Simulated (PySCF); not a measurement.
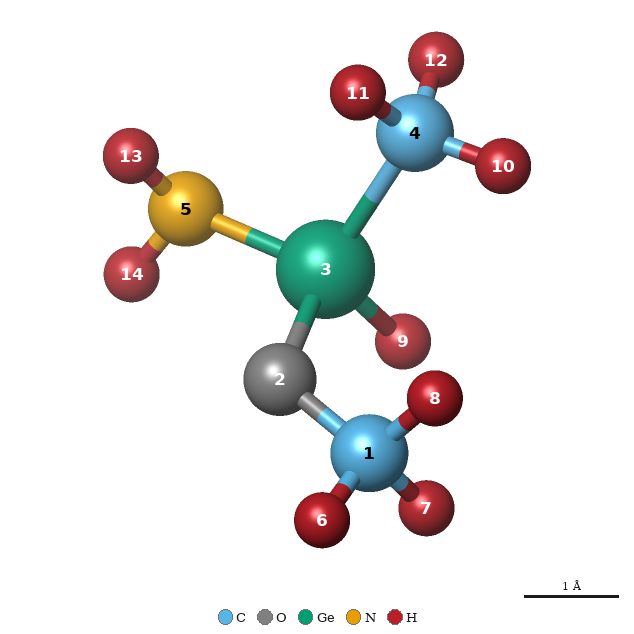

The geometry was computed by an optimisation with PBE0-D3(BJ)/def2-SVP. No frequency run is at hand to confirm it as a minimum.

List the bonds and their lengths.

```json
{"bond": "C1–O2", "length (Å)": "1.394"}
{"bond": "C1–H6", "length (Å)": "1.103"}
{"bond": "C1–H7", "length (Å)": "1.110"}
{"bond": "C1–H8", "length (Å)": "1.109"}
{"bond": "O2–Ge3", "length (Å)": "1.795"}
{"bond": "Ge3–C4", "length (Å)": "1.940"}
{"bond": "Ge3–N5", "length (Å)": "1.818"}
{"bond": "Ge3–H9", "length (Å)": "1.544"}
{"bond": "C4–H10", "length (Å)": "1.100"}
{"bond": "C4–H11", "length (Å)": "1.100"}
{"bond": "C4–H12", "length (Å)": "1.099"}
{"bond": "N5–H13", "length (Å)": "1.016"}
{"bond": "N5–H14", "length (Å)": "1.016"}
```
